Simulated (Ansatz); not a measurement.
# CH5AlBrGa: a spread of methods and bases

Aim: run CH5AlBrGa under a spread of inputs, and see what each costs and gives.

The runs use Ansatz 0.2.0, Gaussian basis; the settings change from run to run.

## Step 1: The relaxed structure

The structure was relaxed beforehand with PBE0-D4 in a triple-zeta def2 set.

SMILES `[CH3][Al]([GaH2])[Br]`, 9 atoms, charge 0, spin multiplicity 1.

Atoms are counted from 1 here; the program's logs count them from 0.

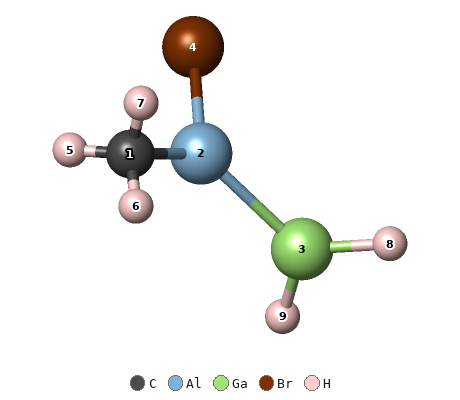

The structure; carbon dark grey, aluminium light blue, gallium green, bromine brown, hydrogen pink; atoms are numbered from 1 in the order of the file.

## Step 2: PBEsol/def2-TZVP

in.yaml

```yaml
crystal:
  periodic: [false, false, false]
  atoms:
    - {symbol: C, position_ang: [-0.208002, 1.606076, -0.843132]}
    - {symbol: Al, position_ang: [-0.289569, -0.283235, -0.381412]}
    - {symbol: Ga, position_ang: [0.646952, -1.584048, 1.550500]}
    - {symbol: Br, position_ang: [-1.444455, -1.609602, -1.842178]}
    - {symbol: H, position_ang: [-1.218651, 2.018393, -0.927184]}
    - {symbol: H, position_ang: [0.344638, 2.200746, -0.111920]}
    - {symbol: H, position_ang: [0.268807, 1.735327, -1.820160]}
    - {symbol: H, position_ang: [2.069956, -2.263215, 1.495862]}
    - {symbol: H, position_ang: [-0.169675, -1.820442, 2.879634]}
basis:
  gaussian: {orbitals: def2-TZVP}
hamiltonian: {xc: {name: PBEsol}}
output: {forces: true}
```

The run is started by

```console
$ ansatz run in.yaml --threads 2 --pin off --events-out ev --progress --plain --max-ram 22528MiB --backend cpu
```

Standard output, shortened:

```text
Functional definition: PBEsol
  name "PBEsol"
  cite "Perdew et al., Phys. Rev. Lett. 100, 136406 (2008) doi:10.1103/PhysRevLett.100.136406"
  cite "Perdew, Burke & Ernzerhof, Phys. Rev. Lett. 77, 3865 (1996) doi:10.1103/PhysRevLett.77.3865"
  parent pbesol
[...]
1403 factors; their error is unknown
[...]
mean field -130015.21628611 eV, -4777.9710710358 hartree, gradient 4.7e-5 eV, S^2 0.000000; 0 other end points of the search recorded, 0 dependent functions left out
[...]
reference -130015.21633510 eV, -4777.9710728359 hartree; 45, 45 occupied and 149, 149 virtual orbitals, 1403 factors
Total energy: -130015.21633510 eV, -4777.9710728359 hartree
Atom 0 at    -0.208002     1.606076    -0.843132 Å, force     0.002415    -0.228405     0.075843 eV/Å
Atom 1 at    -0.289569    -0.283235    -0.381412 Å, force     0.051516    -0.057651     0.102502 eV/Å
Atom 2 at     0.646952    -1.584048     1.550500 Å, force    -0.065208     0.078672    -0.130308 eV/Å
Atom 3 at    -1.444455    -1.609602    -1.842178 Å, force    -0.018810    -0.035849    -0.019162 eV/Å
Atom 4 at    -1.218651     2.018393    -0.927184 Å, force    -0.291361     0.103862    -0.023582 eV/Å
Atom 5 at     0.344638     2.200746    -0.111920 Å, force     0.159519     0.160316     0.214547 eV/Å
Atom 6 at     0.268807     1.735327    -1.820160 Å, force     0.133767     0.022974    -0.278831 eV/Å
Atom 7 at     2.069956    -2.263215     1.495862 Å, force     0.053121    -0.029475     0.005640 eV/Å
Atom 8 at    -0.169675    -1.820442     2.879634 Å, force    -0.024958    -0.014443     0.053352 eV/Å
Dipole moment:     0.149273     0.360646     0.128856 e Å
```

Wall time 3.5 s (2 threads of AMD EPYC 7R13, shared host).

Largest force 0.312 eV/Å, dipole 1.97 D.

## Step 3: BHLYP/STO-3G

This run has charge +1, multiplicity 2, D4 dispersion.

in.yaml, as its differences from that of step 2:

```diff
@@ -13,4 +13,6 @@
 basis:
-  gaussian: {orbitals: def2-TZVP}
-hamiltonian: {xc: {name: PBEsol}}
+  gaussian: {orbitals: STO-3G}
+total_charge: 1
+magnetization: {spin_polarized: true, initial_magnetization: 1}
+hamiltonian: {xc: {name: BHLYP}, dispersion: d4}
 output: {forces: true}
```

The command is unchanged.

Standard output, shortened:

```text
Functional definition: BHLYP
  name "BHLYP"
  cite "Becke, J. Chem. Phys. 98, 1372 (1993) doi:10.1063/1.464304"
  cite "Becke, Phys. Rev. A 38, 3098 (1988) doi:10.1103/PhysRevA.38.3098"
  cite "Lee, Yang & Parr, Phys. Rev. B 37, 785 (1988) doi:10.1103/PhysRevB.37.785"
[...]
581 factors; integrals over basis functions are off by at most 1.1e-4 eV
[...]
mean field -128666.84699122 eV, -4728.4194134059 hartree, gradient 7.5e-8 eV, S^2 0.750887; 6 other end points of the search recorded, 0 dependent functions left out
[...]
reference -128666.84714314 eV, -4728.4194189891 hartree; 45, 44 occupied and 10, 11 virtual orbitals, 581 factors
Total energy: -128667.12769251 eV, -4728.4297289883 hartree
Atom 0 at    -0.208002     1.606076    -0.843132 Å, force     0.258639    -0.835255     0.671846 eV/Å
Atom 1 at    -0.289569    -0.283235    -0.381412 Å, force    -1.516473     0.487282    -2.616670 eV/Å
Atom 2 at     0.646952    -1.584048     1.550500 Å, force     0.274558    -0.158485     0.496172 eV/Å
Atom 3 at    -1.444455    -1.609602    -1.842178 Å, force     1.164932     0.845846     1.628586 eV/Å
Atom 4 at    -1.218651     2.018393    -0.927184 Å, force     0.117538    -0.192577     0.100367 eV/Å
Atom 5 at     0.344638     2.200746    -0.111920 Å, force    -0.089674    -0.024832    -0.138394 eV/Å
Atom 6 at     0.268807     1.735327    -1.820160 Å, force    -0.019048    -0.163770     0.181228 eV/Å
Atom 7 at     2.069956    -2.263215     1.495862 Å, force    -0.907775     0.181777     0.340832 eV/Å
Atom 8 at    -0.169675    -1.820442     2.879634 Å, force     0.717303    -0.139985    -0.663968 eV/Å
Dipole moment:     0.838324     0.204112     1.298708 e Å
```

Wall time 16 s (2 threads of AMD EPYC 7R13, shared host).

Largest force 3.063 eV/Å, ⟨S²⟩ 0.751.

## Step 4: PBE-QIDH/pcseg-2

This run has a grid of angular degree 23, finite nuclei.

in.yaml, as its differences from that of step 3:

```diff
@@ -13,6 +13,4 @@
 basis:
-  gaussian: {orbitals: STO-3G}
-total_charge: 1
-magnetization: {spin_polarized: true, initial_magnetization: 1}
-hamiltonian: {xc: {name: BHLYP}, dispersion: d4}
+  gaussian: {orbitals: pcseg-2, final_grid: {core_spheres: 8, valence_spheres: 7, degree: 23}, nuclear_model: gaussian}
+hamiltonian: {xc: {name: PBE-QIDH}}
 output: {forces: true}
```

Launched as before.

Standard output, shortened:

```text
Functional definition: PBE-QIDH
  name "PBE-QIDH"
  cite "Brémond, Sancho-García, Pérez-Jiménez & Adamo, J. Chem. Phys. 141, 031101 (2014) doi:10.1063/1.4890314"
  cite "Perdew, Burke & Ernzerhof, Phys. Rev. Lett. 77, 3865 (1996) doi:10.1103/PhysRevLett.77.3865"
[...]
1363 factors; integrals over basis functions are off by at most 9.8e-4 eV
[...]
mean field -130095.52763710 eV, -4780.9224587478 hartree, gradient 3.1e-6 eV, S^2 0.000000; 0 other end points of the search recorded, 0 dependent functions left out
24 core orbitals not correlated: weight in the atoms' cores, before any rotation towards them, 1.000 or more for the frozen orbitals, at most 0.000 for the correlated occupied ones
reference -130095.52765383 eV, -4780.9224593623 hartree; 21, 21 occupied and 175, 175 virtual orbitals, 1363 factors
second order -19.21340228 eV of doubles, -0.00000000 eV of singles
[...]
Total energy: -130101.93212125 eV, -4781.1578191991 hartree
Atom 0 at    -0.208002     1.606076    -0.843132 Å, force    -0.001521     0.070314    -0.025599 eV/Å
Atom 1 at    -0.289569    -0.283235    -0.381412 Å, force    -0.065727    -0.027537    -0.097368 eV/Å
Atom 2 at     0.646952    -1.584048     1.550500 Å, force     0.054872    -0.077440     0.113939 eV/Å
Atom 3 at    -1.444455    -1.609602    -1.842178 Å, force     0.086125     0.112058     0.104990 eV/Å
Atom 4 at    -1.218651     2.018393    -0.927184 Å, force     0.188659    -0.067153     0.011862 eV/Å
Atom 5 at     0.344638     2.200746    -0.111920 Å, force    -0.104210    -0.105141    -0.139836 eV/Å
Atom 6 at     0.268807     1.735327    -1.820160 Å, force    -0.089478    -0.014139     0.178731 eV/Å
Atom 7 at     2.069956    -2.263215     1.495862 Å, force    -0.160663     0.079637     0.004883 eV/Å
Atom 8 at    -0.169675    -1.820442     2.879634 Å, force     0.091942     0.029401    -0.151601 eV/Å
Dipole moment:     0.181883     0.366776     0.179956 e Å
```

It took 22 s on 2 threads of AMD EPYC 7R13, shared host; peak memory 0.77 GiB.

Largest force 0.204 eV/Å, dipole 2.15 D.

## Step 5: SPW92/def2-TZVP

Options: density fitting with cc-pVTZ-jkfit, the search for lower states set to off.

in.yaml, as its differences from that of step 4:

```diff
@@ -13,4 +13,5 @@
 basis:
-  gaussian: {orbitals: pcseg-2, final_grid: {core_spheres: 8, valence_spheres: 7, degree: 23}, nuclear_model: gaussian}
-hamiltonian: {xc: {name: PBE-QIDH}}
+  gaussian: {orbitals: def2-TZVP, fitting: {mean_field: cc-pVTZ-jkfit}}
+hamiltonian: {xc: {name: SPW92}}
+scf: {lower_state_search: off}
 output: {forces: true}
```

Launched as before.

Standard output, shortened:

```text
Functional definition: SPW92
  name "SPW92"
  cite "Dirac, Proc. Camb. Phil. Soc. 26, 376 (1930) doi:10.1017/S0305004100016108"
  cite "Slater, Phys. Rev. 81, 385 (1951) doi:10.1103/PhysRev.81.385"
  cite "Perdew & Wang, Phys. Rev. B 45, 13244 (1992) doi:10.1103/PhysRevB.45.13244"
[...]
764 factors; integrals over basis functions are off by at most 3.3e-1 eV
[...]
mean field -129923.25264277 eV, -4774.5914694780 hartree, gradient 8.0e-6 eV, S^2 0.000000; 0 other end points of the search recorded, 0 dependent functions left out
[...]
reference -129923.25268878 eV, -4774.5914711692 hartree; 45, 45 occupied and 149, 149 virtual orbitals, 764 factors
Total energy: -129923.25268878 eV, -4774.5914711692 hartree
Atom 0 at    -0.208002     1.606076    -0.843132 Å, force    -0.009021    -0.410481     0.114288 eV/Å
Atom 1 at    -0.289569    -0.283235    -0.381412 Å, force     0.031406    -0.018064     0.057329 eV/Å
Atom 2 at     0.646952    -1.584048     1.550500 Å, force    -0.096468     0.108562    -0.190495 eV/Å
Atom 3 at    -1.444455    -1.609602    -1.842178 Å, force     0.088984     0.091189     0.116186 eV/Å
Atom 4 at    -1.218651     2.018393    -0.927184 Å, force    -0.269946     0.078899    -0.021168 eV/Å
Atom 5 at     0.344638     2.200746    -0.111920 Å, force     0.146278     0.130555     0.201912 eV/Å
Atom 6 at     0.268807     1.735327    -1.820160 Å, force     0.119747     0.004839    -0.254984 eV/Å
Atom 7 at     2.069956    -2.263215     1.495862 Å, force    -0.031772     0.012641     0.004963 eV/Å
Atom 8 at    -0.169675    -1.820442     2.879634 Å, force     0.020791     0.001859    -0.028031 eV/Å
Dipole moment:     0.154888     0.363890     0.136941 e Å
Checks for a lower state left out: stability, starts, cluster_reference, orbital_swaps, neighbouring_geometries, increment
```

Run time: 1.8 s. Hardware: 2 threads of AMD EPYC 7R13, shared host.

Largest force 0.426 eV/Å, dipole 2.01 D.

## Step 6: r2SCANh/x2c-TZVPPall

Options: multiplicity 3, restricted open-shell orbitals.

in.yaml, as its differences from that of step 5:

```diff
@@ -13,5 +13,4 @@
 basis:
-  gaussian: {orbitals: def2-TZVP, fitting: {mean_field: cc-pVTZ-jkfit}}
-hamiltonian: {xc: {name: SPW92}}
-scf: {lower_state_search: off}
-output: {forces: true}
+  gaussian: {orbitals: x2c-TZVPPall}
+magnetization: {spin_polarized: false, initial_magnetization: 2}
+hamiltonian: {xc: {name: r2SCANh}}
```

Same command.

Standard output, shortened:

```text
Functional definition: r2SCANh
  name "r2SCANh"
  cite "Bursch, Neugebauer, Ehlert & Grimme, J. Chem. Phys. 156, 134105 (2022) doi:10.1063/5.0086040"
  cite "Furness, Kaplan, Ning, Perdew & Sun, J. Phys. Chem. Lett. 11, 8208 (2020) doi:10.1021/acs.jpclett.0c02405"
  cite "Furness, Kaplan, Ning, Perdew & Sun, J. Phys. Chem. Lett. 11, 9248 (2020) doi:10.1021/acs.jpclett.0c03077"
  parent r2scan
[...]
1525 factors; their error is unknown
[...]
mean field -131539.99913081 eV, -4834.0058070436 hartree, gradient 9.4e-6 eV, S^2 2.000000; 5 other end points of the search recorded, 0 dependent functions left out
reference -131539.99914736 eV, -4834.0058076517 hartree; 46, 44 occupied and 193, 195 virtual orbitals, 1525 factors
Total energy: -131539.99914736 eV, -4834.0058076517 hartree
Relativity: scalar
```

Run time: 46 s. Hardware: 2 threads of AMD EPYC 7R13, shared host; peak memory 1.3 GiB.

## Step 7: B3LYP5/aug-cc-pVTZ

Set apart from the defaults: multiplicity 3, a grid of angular degree 11, relativity set to none, high accuracy.

in.yaml, as its differences from that of step 6:

```diff
@@ -13,4 +13,5 @@
 basis:
-  gaussian: {orbitals: x2c-TZVPPall}
-magnetization: {spin_polarized: false, initial_magnetization: 2}
-hamiltonian: {xc: {name: r2SCANh}}
+  gaussian: {orbitals: aug-cc-pVTZ, final_grid: {core_spheres: 5, valence_spheres: 4, degree: 11}}
+magnetization: {spin_polarized: true, initial_magnetization: 2}
+hamiltonian: {xc: {name: B3LYP5}, pseudopotentials: {relativity: none}}
+accuracy: high
```

The run is started by

```console
$ ansatz run in.yaml --threads 2 --pin off --events-out ev --progress --plain --max-ram 22528MiB --backend cuda --devices 0, --max-vram 18GiB
```

Standard output, shortened:

```text
Functional definition: B3LYP5
  name "B3LYP5"
  cite "Stephens, Devlin, Chabalowski & Frisch, J. Phys. Chem. 98, 11623 (1994) doi:10.1021/j100096a001"
  cite "Becke, Phys. Rev. A 38, 3098 (1988) doi:10.1103/PhysRevA.38.3098"
  cite "Lee, Yang & Parr, Phys. Rev. B 37, 785 (1988) doi:10.1103/PhysRevB.37.785"
  cite "Vosko, Wilk & Nusair, Can. J. Phys. 58, 1200 (1980) doi:10.1139/p80-159"
[...]
4883 factors; integrals over basis functions are off by at most 4.1e-9 eV
[...]
mean field -130134.83766319 eV, -4782.3670755613 hartree, gradient 4.9e-8 eV, S^2 2.003814; 3 other end points of the search recorded, 0 dependent functions left out
reference -130134.83770877 eV, -4782.3670772363 hartree; 46, 44 occupied and 283, 285 virtual orbitals, 4883 factors
Total energy: -130134.83770877 eV, -4782.3670772363 hartree
```

Run time: 18 s. Hardware: 1 × H100 (card shared with other runs) with 2 threads of AMD EPYC 7R13, shared host; peak host memory 1.4 GiB.

⟨S²⟩ 2.004.

## Step 8: r2SCAN50/6-31G*

Set apart from the defaults: the search for lower states set to light.

in.yaml, as its differences from that of step 7:

```diff
@@ -13,5 +13,5 @@
 basis:
-  gaussian: {orbitals: aug-cc-pVTZ, final_grid: {core_spheres: 5, valence_spheres: 4, degree: 11}}
-magnetization: {spin_polarized: true, initial_magnetization: 2}
-hamiltonian: {xc: {name: B3LYP5}, pseudopotentials: {relativity: none}}
-accuracy: high
+  gaussian: {orbitals: "6-31G*"}
+hamiltonian: {xc: {name: r2SCAN50}}
+scf: {lower_state_search: light}
+output: {forces: true}
```

The run is started by

```console
$ ansatz run in.yaml --threads 2 --pin off --events-out ev --progress --plain --max-ram 22528MiB --backend cpu
```

Standard output, shortened:

```text
Functional definition: r2SCAN50
  name "r2SCAN50"
  cite "Bursch, Neugebauer, Ehlert & Grimme, J. Chem. Phys. 156, 134105 (2022) doi:10.1063/5.0086040"
  cite "Furness, Kaplan, Ning, Perdew & Sun, J. Phys. Chem. Lett. 11, 8208 (2020) doi:10.1021/acs.jpclett.0c02405"
  cite "Furness, Kaplan, Ning, Perdew & Sun, J. Phys. Chem. Lett. 11, 9248 (2020) doi:10.1021/acs.jpclett.0c03077"
  parent r2scan
[...]
1109 factors; integrals over basis functions are off by at most 7.9e-4 eV
[...]
mean field -130121.32184259 eV, -4781.8703783155 hartree, gradient 4.1e-5 eV, S^2 0.000000; 0 other end points of the search recorded, 0 dependent functions left out
[...]
reference -130121.32185250 eV, -4781.8703786798 hartree; 45, 45 occupied and 69, 69 virtual orbitals, 1109 factors
Total energy: -130121.32185250 eV, -4781.8703786798 hartree
Atom 0 at    -0.208002     1.606076    -0.843132 Å, force    -0.015462     0.090109    -0.055581 eV/Å
Atom 1 at    -0.289569    -0.283235    -0.381412 Å, force    -0.022399    -0.076357    -0.011217 eV/Å
Atom 2 at     0.646952    -1.584048     1.550500 Å, force     0.030999    -0.052439     0.067466 eV/Å
Atom 3 at    -1.444455    -1.609602    -1.842178 Å, force     0.052793     0.083740     0.059434 eV/Å
Atom 4 at    -1.218651     2.018393    -0.927184 Å, force     0.209462    -0.048177     0.011688 eV/Å
Atom 5 at     0.344638     2.200746    -0.111920 Å, force    -0.112438    -0.092231    -0.157416 eV/Å
Atom 6 at     0.268807     1.735327    -1.820160 Å, force    -0.093888     0.009332     0.193252 eV/Å
Atom 7 at     2.069956    -2.263215     1.495862 Å, force    -0.121321     0.062315     0.006213 eV/Å
Atom 8 at    -0.169675    -1.820442     2.879634 Å, force     0.072253     0.023709    -0.113839 eV/Å
Dipole moment:     0.205799     0.411840     0.204619 e Å
```

Wall time 7 s (2 threads of AMD EPYC 7R13, shared host).

Largest force 0.215 eV/Å, dipole 2.42 D.

## Step 9: r2SCANh/def2-TZVP

This run has D3(BJ) dispersion.

in.yaml, as its differences from that of step 8:

```diff
@@ -13,5 +13,4 @@
 basis:
-  gaussian: {orbitals: "6-31G*"}
-hamiltonian: {xc: {name: r2SCAN50}}
-scf: {lower_state_search: light}
+  gaussian: {orbitals: def2-TZVP}
+hamiltonian: {xc: {name: r2SCANh}, dispersion: d3bj}
 output: {forces: true}
```

Same command.

Standard output, shortened:

```text
Warning: the engine holds no damping parameters fitted to this dispersion correction and functional, so the run takes those fitted to r2scanh beside the three-body term, which d3bj leaves out (hamiltonian.dispersion, under Limitations)
Functional definition: r2SCANh
  name "r2SCANh"
  cite "Bursch, Neugebauer, Ehlert & Grimme, J. Chem. Phys. 156, 134105 (2022) doi:10.1063/5.0086040"
  cite "Furness, Kaplan, Ning, Perdew & Sun, J. Phys. Chem. Lett. 11, 8208 (2020) doi:10.1021/acs.jpclett.0c02405"
  cite "Furness, Kaplan, Ning, Perdew & Sun, J. Phys. Chem. Lett. 11, 9248 (2020) doi:10.1021/acs.jpclett.0c03077"
  parent r2scan
[...]
1441 factors; their error is unknown
[...]
mean field -130139.64288414 eV, -4782.5436641739 hartree, gradient 6.2e-6 eV, S^2 0.000000; 0 other end points of the search recorded, 0 dependent functions left out
[...]
reference -130139.64289716 eV, -4782.5436646523 hartree; 45, 45 occupied and 149, 149 virtual orbitals, 1441 factors
Total energy: -130139.70372944 eV, -4782.5459001974 hartree
Atom 0 at    -0.208002     1.606076    -0.843132 Å, force     0.009950    -0.014815     0.020834 eV/Å
Atom 1 at    -0.289569    -0.283235    -0.381412 Å, force     0.009112    -0.017530     0.020919 eV/Å
Atom 2 at     0.646952    -1.584048     1.550500 Å, force     0.002660     0.005584     0.003048 eV/Å
Atom 3 at    -1.444455    -1.609602    -1.842178 Å, force     0.013798     0.014851     0.017775 eV/Å
Atom 4 at    -1.218651     2.018393    -0.927184 Å, force     0.059451    -0.012070    -0.000824 eV/Å
Atom 5 at     0.344638     2.200746    -0.111920 Å, force    -0.036307    -0.015711    -0.055568 eV/Å
Atom 6 at     0.268807     1.735327    -1.820160 Å, force    -0.029750     0.004806     0.052437 eV/Å
Atom 7 at     2.069956    -2.263215     1.495862 Å, force    -0.093964     0.033353     0.020045 eV/Å
Atom 8 at    -0.169675    -1.820442     2.879634 Å, force     0.065050     0.001531    -0.078667 eV/Å
Dipole moment:     0.154586     0.370734     0.134359 e Å
```

Run time: 11 s. Hardware: 2 threads of AMD EPYC 7R13, shared host; peak memory 0.71 GiB.

Largest force 0.102 eV/Å, dipole 2.03 D.

## Step 10: wB97X-V/aug-cc-pVDZ

in.yaml, as its differences from that of step 9:

```diff
@@ -13,4 +13,4 @@
 basis:
-  gaussian: {orbitals: def2-TZVP}
-hamiltonian: {xc: {name: r2SCANh}, dispersion: d3bj}
+  gaussian: {orbitals: aug-cc-pVDZ}
+hamiltonian: {xc: {name: wB97X-V}}
 output: {forces: true}
```

Launched as before.

Standard output, shortened:

```text
Functional definition: wB97X-V
  name "wB97X-V"
  cite "Mardirossian & Head-Gordon, Phys. Chem. Chem. Phys. 16, 9904 (2014) doi:10.1039/C3CP54374A"
  cite "Becke, J. Chem. Phys. 107, 8554 (1997) doi:10.1063/1.475007"
  cite "Vydrov & Van Voorhis, J. Chem. Phys. 133, 244103 (2010) doi:10.1063/1.3521275"
[...]
      + integral(e_c_pw_opposite_spin*poly(b97_u_opposite, cos0, cos1)) + vv10(b, c)
1730 factors; integrals over basis functions are off by at most 1.0e-3 eV
653 factors; integrals over basis functions are off by at most 8.7e-6 eV
[...]
mean field -130127.34230325 eV, -4782.0916261639 hartree, gradient 4.2e-5 eV, S^2 0.000000; 0 other end points of the search recorded, 0 dependent functions left out
[...]
reference -130127.34229948 eV, -4782.0916260253 hartree; 45, 45 occupied and 122, 122 virtual orbitals, 1730 factors
Total energy: -130127.34229948 eV, -4782.0916260253 hartree
Atom 0 at    -0.208002     1.606076    -0.843132 Å, force    -0.005288    -0.115512     0.028514 eV/Å
Atom 1 at    -0.289569    -0.283235    -0.381412 Å, force     0.153916    -0.071610     0.273889 eV/Å
Atom 2 at     0.646952    -1.584048     1.550500 Å, force     0.013175    -0.032565     0.032126 eV/Å
Atom 3 at    -1.444455    -1.609602    -1.842178 Å, force    -0.145842    -0.153372    -0.189151 eV/Å
Atom 4 at    -1.218651     2.018393    -0.927184 Å, force    -0.245829     0.120105    -0.030533 eV/Å
Atom 5 at     0.344638     2.200746    -0.111920 Å, force     0.137563     0.163330     0.177046 eV/Å
Atom 6 at     0.268807     1.735327    -1.820160 Å, force     0.112675     0.051560    -0.246041 eV/Å
Atom 7 at     2.069956    -2.263215     1.495862 Å, force    -0.046799     0.026398    -0.000105 eV/Å
Atom 8 at    -0.169675    -1.820442     2.879634 Å, force     0.026429     0.011666    -0.045746 eV/Å
Dipole moment:     0.179219     0.379862     0.171563 e Å
```

Run time: 22 s. Hardware: 2 threads of AMD EPYC 7R13, shared host; peak memory 0.87 GiB.

Largest force 0.322 eV/Å, dipole 2.18 D.

## Step 11: The runs in one table

```
               level  charge  multiplicity  geometry  functions  energy (eV)   time
    PBEsol/def2-TZVP       0             1   relaxed        194  -130015.216  3.5 s
        BHLYP/STO-3G       1             2   relaxed         55  -128667.128   16 s
    PBE-QIDH/pcseg-2       0             1   relaxed        220  -130101.932   22 s
     SPW92/def2-TZVP       0             1   relaxed        194  -129923.253  1.8 s
r2SCANh/x2c-TZVPPall       0             3   relaxed        239  -131539.999   46 s
  B3LYP5/aug-cc-pVTZ       0             3   relaxed        329  -130134.838   18 s
     r2SCAN50/6-31G*       0             1   relaxed        114  -130121.322    7 s
   r2SCANh/def2-TZVP       0             1   relaxed        194  -130139.704   11 s
 wB97X-V/aug-cc-pVDZ       0             1   relaxed        167  -130127.342   22 s
```

## Step 12: Results

| quantity | value |
| --- | --- |
| runs | 9 |
| quickest | SPW92/def2-TZVP, 1.8 s |
| slowest | r2SCANh/x2c-TZVPPall, 46 s |
| spread of total energies, same state and geometry | 216.5 eV |
| dipole, same state and geometry | 1.97 to 2.42 D |

r2SCANh/x2c-TZVPPall took 26 times as long as SPW92/def2-TZVP. The jobs differ in tasks and options as well as level. Total energies at one charge and spin differ by 216 eV between levels, so only differences within one level mean anything. At the PBE0-D4/def2-TZVP geometry and in the same state, runs without warnings or point charges leave forces up to 0.43 eV/Å (SPW92/def2-TZVP). At that geometry and state the dipole changes by 23 % between the lowest and highest value.
